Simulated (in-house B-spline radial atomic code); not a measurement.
# W⁴⁶⁺: binding energies from hole states

Aim: the cost of two holes at once in W⁴⁶⁺, against the sum of the two single holes.

Program: in-house B-spline radial atomic code version 1. Level of theory: Dirac-Hartree-Fock, average of configuration, Fermi nucleus, basis-set limit. These are calculated values, not measurements, unless marked.

## 1. The atom as given

- element: tungsten (Z = 74)
- charge: +46
- electrons: 28
- configuration: [Ar] 3d10
- Hamiltonian: Dirac-Coulomb
- nucleus: Fermi, rms radius 5.366 fm

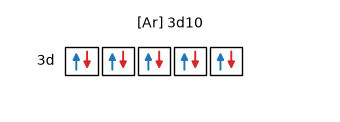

Occupation of the outer shells (arrows by Hund's rule).

The run's settings:

```ini
Z = 74
electrons = 28.0
configuration = [Ar] 3d10
hamiltonian = dirac
method = hf
spin_polarised = False
nucleus = fermi
rms_radius = 5.3658
mass_number = 184
atomic_mass = 183.95093318
speed_of_light = 137.035999084
```

This reference run was done before. Its total energy is -14673.606225 hartree, and its levels are (the highest eight at most):

| orbital | occupation | energy (eV) | <r> (bohr) |
| --- | --- | --- | --- |
| 2s1/2 | 2 | -14527.6 | 0.07672 |
| 2p1/2 | 2 | -13979.6 | 0.06357 |
| 2p3/2 | 4 | -12617.1 | 0.07143 |
| 3s1/2 | 2 | -5062.31 | 0.1963 |
| 3p1/2 | 2 | -4824.02 | 0.1863 |
| 3p3/2 | 4 | -4511.08 | 0.1995 |
| 3d3/2 | 4 | -4126.46 | 0.1741 |
| 3d5/2 | 6 | -4058.22 | 0.1782 |

Single holes known from earlier runs (ΔSCF): 1s 72289.0 eV, 2p1/2 13957.0 eV, 2p3/2 12597.1 eV, 3s 5059.51 eV, 3p1/2 4820.63 eV, 3p3/2 4508.29 eV, 3d3/2 4122.33 eV.

## 2. The 2p1/2 and 3d3/2 holes

In configurations, a minus sign after the shell means j = l − 1/2 and a plus sign j = l + 1/2; the count of electrons follows.

The settings differ from step 1 so:

```diff
@@ -1,4 +1,4 @@
 Z = 74
-electrons = 28.0
-configuration = [Ar] 3d10
+electrons = 26.0
+configuration = 1s2 2s2 2p-1 2p+4 3s2 3p6 3d-3 3d+6
 hamiltonian = dirac
```

The program writes no log. Results of the run, from its result record (rounded, main fields):

```text
{
  "status": "converged",
  "scf [iteration, energy, orbital gradient]": [
    [1, -13915.7095646, 8.75],
    [2, -14001.9182367, 1.32],
    [3, -14003.107935, 0.576],
    [4, -14003.3364223, 0.252],
    [5, -14003.389446, 0.032],
    [6, -14003.3903273, 0.000104],
    [7, -14003.3903273, 2.87e-06],
    [8, -14003.3903273, 5.1e-08]
  ],
  "energy [hartree]": {"total": -14003.3903273, "kinetic": 15857.4247624, "nuclear": -32028.6612233, "coulomb": 2373.07109599, "exact_exchange": -205.22496242},
  "breit [hartree]": {"gaunt": 16.26958, "retardation": -1.663163, "frequency_dependence": -0.3279498},
  "qed [hartree]": {"self_energy": 13.89551, "uehling": -2.607028, "wichmann_kroll": 0.1034301},
  "recoil [hartree]": 0.02878737,
  "total_with_corrections [hartree]": -13977.6911632,
  "orbitals [hartree, bohr; first row names the columns]": [
    ["name", "occ", "eps", "<r>"],
    ["1s1/2", 2.0, -2681.7134, 0.018329],
    ["2s1/2", 2.0, -549.98689, 0.076321],
    ["2p1/2", 1.0, -532.36033, 0.063375],
    ["2p3/2", 4.0, -481.04831, 0.07089],
    ["3s1/2", 2.0, -195.9806, 0.19346],
    ["3p1/2", 2.0, -187.20204, 0.18308],
    ["3p3/2", 4.0, -175.79809, 0.19582],
    ["3d3/2", 3.0, -162.28402, 0.17011],
    ["3d5/2", 6.0, -159.86338, 0.17387]
  ],
  "sum_r [bohr^k]": {"-1": 432.8491, "1": 3.626161, "2": 0.6968539},
  "energy_minus_base [hartree]": 670.215897,
  "energy_minus_base_with_corrections [hartree]": 668.500898
}
```

Wall time 0.26 s (1 thread, shared host).

energy_minus_base is the energy less that of the reference run.

## 3. The 2p3/2 and 3p1/2 holes

The settings differ from step 2 so:

```diff
@@ -2,3 +2,3 @@
 electrons = 26.0
-configuration = 1s2 2s2 2p-1 2p+4 3s2 3p6 3d-3 3d+6
+configuration = 1s2 2s2 2p-2 2p+3 3s2 3p-1 3p+4 3d10
 hamiltonian = dirac
```

Result record:

```text
{
  "status": "converged",
  "scf [iteration, energy, orbital gradient]": [
    [1, -13938.7621289, 8.22],
    [2, -14026.1657026, 1.3],
    [3, -14027.449335, 0.564],
    [4, -14027.6935322, 0.245],
    [5, -14027.7494134, 0.032],
    [6, -14027.7504138, 0.000147],
    [7, -14027.7504139, 3.06e-06],
    [8, -14027.7504139, 5.05e-08]
  ],
  "energy [hartree]": {"total": -14027.7504139, "kinetic": 15973.6736799, "nuclear": -32183.5096951, "coulomb": 2387.37137541, "exact_exchange": -205.285774087},
  "breit [hartree]": {"gaunt": 16.58505, "retardation": -1.630962, "frequency_dependence": -0.2617212},
  "qed [hartree]": {"self_energy": 13.82358, "uehling": -2.615289, "wichmann_kroll": 0.1037998},
  "recoil [hartree]": 0.02865441,
  "total_with_corrections [hartree]": -14001.7173004,
  "orbitals [hartree, bohr; first row names the columns]": [
    ["name", "occ", "eps", "<r>"],
    ["1s1/2", 2.0, -2679.9981, 0.018331],
    ["2s1/2", 2.0, -549.19301, 0.076351],
    ["2p1/2", 2.0, -530.74686, 0.06323],
    ["2p3/2", 3.0, -480.38401, 0.071247],
    ["3s1/2", 2.0, -195.48188, 0.1937],
    ["3p1/2", 1.0, -187.70956, 0.18308],
    ["3p3/2", 4.0, -175.39796, 0.1959],
    ["3d3/2", 4.0, -161.9278, 0.17007],
    ["3d5/2", 6.0, -159.44341, 0.17434]
  ],
  "sum_r [bohr^k]": {"-1": 434.9417, "1": 3.609983, "2": 0.6922698},
  "energy_minus_base [hartree]": 645.855811,
  "energy_minus_base_with_corrections [hartree]": 644.474761
}
```

Wall time 0.26 s (1 thread, shared host).

## 4. The 3s and 3p3/2 holes

The settings differ from step 3 so:

```diff
@@ -2,3 +2,3 @@
 electrons = 26.0
-configuration = 1s2 2s2 2p-2 2p+3 3s2 3p-1 3p+4 3d10
+configuration = 1s2 2s2 2p6 3s1 3p-2 3p+3 3d10
 hamiltonian = dirac
```

Result record:

```text
{
  "status": "converged",
  "scf [iteration, energy, orbital gradient]": [
    [1, -14238.498594, 9.2],
    [2, -14316.6900008, 1.0],
    [3, -14317.8642895, 0.429],
    [4, -14318.0863548, 0.183],
    [5, -14318.1368265, 0.0277],
    [6, -14318.1377583, 0.000153],
    [7, -14318.1377583, 1.51e-06],
    [8, -14318.1377583, 4.28e-08]
  ],
  "energy [hartree]": {"total": -14318.1377583, "kinetic": 16261.9838307, "nuclear": -32845.7226397, "coulomb": 2481.0831606, "exact_exchange": -215.482109931},
  "breit [hartree]": {"gaunt": 17.71617, "retardation": -1.804333, "frequency_dependence": -0.3136557},
  "qed [hartree]": {"self_energy": 13.68287, "uehling": -2.579217, "wichmann_kroll": 0.1024551},
  "recoil [hartree]": 0.02764166,
  "total_with_corrections [hartree]": -14291.3058317,
  "orbitals [hartree, bohr; first row names the columns]": [
    ["name", "occ", "eps", "<r>"],
    ["1s1/2", 2.0, -2670.7344, 0.01834],
    ["2s1/2", 2.0, -544.41547, 0.076679],
    ["2p1/2", 2.0, -524.78745, 0.063465],
    ["2p3/2", 4.0, -474.39857, 0.071376],
    ["3s1/2", 1.0, -194.30237, 0.19466],
    ["3p1/2", 2.0, -185.5223, 0.18454],
    ["3p3/2", 3.0, -173.8329, 0.19744],
    ["3d3/2", 4.0, -160.45958, 0.17185],
    ["3d5/2", 6.0, -157.73064, 0.17585]
  ],
  "sum_r [bohr^k]": {"-1": 443.8901, "1": 3.501058, "2": 0.6603256},
  "energy_minus_base [hartree]": 355.468466,
  "energy_minus_base_with_corrections [hartree]": 354.886229
}
```

Run time: 0.28 s. Hardware: 1 thread, shared host.

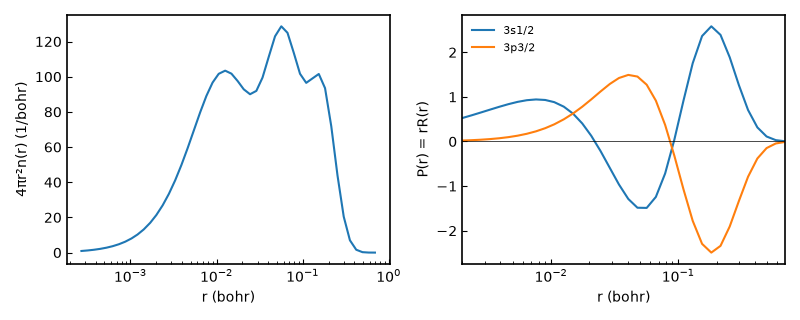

Radial density (left) and the radial functions of 3s1/2, 3p3/2 (right).

On the record's full grid the radial density has clear maxima near r = 0.013, 0.057, 0.15 bohr.

X-ray form factor of the spherical density:

| sinθ/λ (1/Å) | f (electrons) |
| --- | --- |
| 0 | 26.000 |
| 0.1 | 25.951 |
| 0.2 | 25.806 |
| 0.3 | 25.567 |
| 0.4 | 25.237 |
| 0.6 | 24.327 |
| 0.8 | 23.129 |
| 1 | 21.708 |
| 1.4 | 18.493 |
| 1.8 | 15.233 |
| 2.5 | 10.523 |
| 4 | 5.772 |
| 6 | 3.760 |

## 5. The 1s and 3d3/2 holes

The settings differ from step 4 so:

```diff
@@ -2,3 +2,3 @@
 electrons = 26.0
-configuration = 1s2 2s2 2p6 3s1 3p-2 3p+3 3d10
+configuration = 1s1 2s2 2p6 3s2 3p6 3d-3 3d+6
 hamiltonian = dirac
```

Result record:

```text
{
  "status": "converged",
  "scf [iteration, energy, orbital gradient]": [
    [1, -11764.3586894, 8.19],
    [2, -11857.7470934, 1.04],
    [3, -11859.1132571, 0.45],
    [4, -11859.3734621, 0.195],
    [5, -11859.4331964, 0.0254],
    [6, -11859.4342436, 7.43e-05],
    [7, -11859.4342436, 2.74e-06],
    [8, -11859.4342436, 3.65e-08]
  ],
  "energy [hartree]": {"total": -11859.4342436, "kinetic": 13346.1086643, "nuclear": -27309.5602413, "coulomb": 2274.44464213, "exact_exchange": -170.427308657},
  "breit [hartree]": {"gaunt": 8.78101, "retardation": -1.160827, "frequency_dependence": -0.1788798},
  "qed [hartree]": {"self_energy": 8.452346, "uehling": -1.537452, "wichmann_kroll": 0.06104739},
  "recoil [hartree]": 0.0248153,
  "total_with_corrections [hartree]": -11844.9921845,
  "orbitals [hartree, bohr; first row names the columns]": [
    ["name", "occ", "eps", "<r>"],
    ["1s1/2", 1.0, -2712.7993, 0.018299],
    ["2s1/2", 2.0, -553.88398, 0.075882],
    ["2p1/2", 2.0, -536.85476, 0.062539],
    ["2p3/2", 4.0, -484.52827, 0.070434],
    ["3s1/2", 2.0, -196.65046, 0.19283],
    ["3p1/2", 2.0, -188.37794, 0.18219],
    ["3p3/2", 4.0, -176.41176, 0.19514],
    ["3d3/2", 3.0, -162.59307, 0.16958],
    ["3d5/2", 6.0, -159.92401, 0.17367]
  ],
  "sum_r [bohr^k]": {"-1": 369.0654, "1": 3.658218, "2": 0.6969904},
  "energy_minus_base [hartree]": 2814.17198,
  "energy_minus_base_with_corrections [hartree]": 2801.19988
}
```

Wall time 0.26 s (1 thread, shared host).

## 6. The 1s and 1s holes

The settings differ from step 5 so:

```diff
@@ -2,3 +2,3 @@
 electrons = 26.0
-configuration = 1s1 2s2 2p6 3s2 3p6 3d-3 3d+6
+configuration = 2s2 2p6 3s2 3p6 3d10
 hamiltonian = dirac
```

Result record:

```text
{
  "status": "converged",
  "scf [iteration, energy, orbital gradient]": [
    [1, -9191.9129305, 8.96],
    [2, -9309.76553089, 1.25],
    [3, -9311.73244864, 0.537],
    [4, -9312.10059637, 0.231],
    [5, -9312.18305424, 0.0318],
    [6, -9312.18468483, 9.96e-05],
    [7, -9312.18468484, 1.81e-06],
    [8, -9312.18468484, 7.83e-08]
  ],
  "energy [hartree]": {"total": -9312.18468484, "kinetic": 10294.6596811, "nuclear": -21609.2027968, "coulomb": 2177.83088838, "exact_exchange": -175.472457515},
  "breit [hartree]": {"gaunt": 5.317248, "retardation": -0.4530572, "frequency_dependence": -0.01758389},
  "qed [hartree]": {"self_energy": 2.878506, "uehling": -0.4367932, "wichmann_kroll": 0.01736582},
  "recoil [hartree]": 0.02148961,
  "total_with_corrections [hartree]": -9304.85751043,
  "orbitals [hartree, bohr; first row names the columns]": [
    ["name", "occ", "eps", "<r>"],
    ["2s1/2", 2.0, -562.17775, 0.075219],
    ["2p1/2", 2.0, -548.48937, 0.061668],
    ["2p3/2", 4.0, -493.55446, 0.069576],
    ["3s1/2", 2.0, -198.44486, 0.19129],
    ["3p1/2", 2.0, -190.93195, 0.18007],
    ["3p3/2", 4.0, -178.2034, 0.19327],
    ["3d3/2", 4.0, -163.98605, 0.16786],
    ["3d5/2", 6.0, -161.12713, 0.17208]
  ],
  "sum_r [bohr^k]": {"-1": 292.0212, "1": 3.771827, "2": 0.7162362},
  "energy_minus_base [hartree]": 5361.42154,
  "energy_minus_base_with_corrections [hartree]": 5341.33455
}
```

Run time: 0.23 s. Hardware: 1 thread, shared host.

## 7. Results

| two holes | ΔSCF (eV) | less the two single holes (eV) |
| --- | --- | --- |
| 2p1/2 and 3d3/2 | 18237.5 | 158.23 |
| 2p3/2 and 3p1/2 | 17574.6 | 156.90 |
| 3s and 3p3/2 | 9672.79 | 104.99 |
| 1s and 3d3/2 | 76577.5 | 166.23 |
| 1s and 1s | 145891.7 | 1313.77 |

**Reading.** Two holes cost more than the sum of each, because the second electron leaves a more charged ion. The excess runs from 105.0 eV (3s and 3p3/2) to 1313.8 eV (1s and 1s); it tends to be largest where both holes are compact. Values are for the free ion, measured from the vacuum level.
